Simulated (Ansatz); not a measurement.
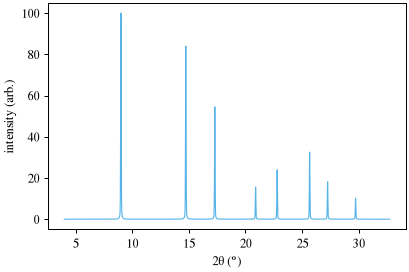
Fig. 1. Simulated powder pattern, Ag Kα, λ = 0.560885 Å

The pattern belongs to a structure relaxed with plane-wave PAW r²SCAN (Ansatz code).

Problem. Which of these materials gives this?
(A) Rh, diamond
(B) Zr, diamond
(C) ZrTa, Cmcm (Zr on 4c, Ta on 4c)
(D) Be, diamond

Solution. B, Zr, diamond

Space group Fd-3m (diamond). The start of the workflow was typed in or built on a structure type; neither database checked (COD, Materials Project) lists it. It is not the phase usual at ambient conditions (space group No. 194). The r²SCAN relaxation kept the symmetry of its start; its stability against distortions is not shown here. No spin polarisation was allowed. The volume moved by -20 % from the start of the relaxation.

Potentials: the earlier of the program's two PAW sets.
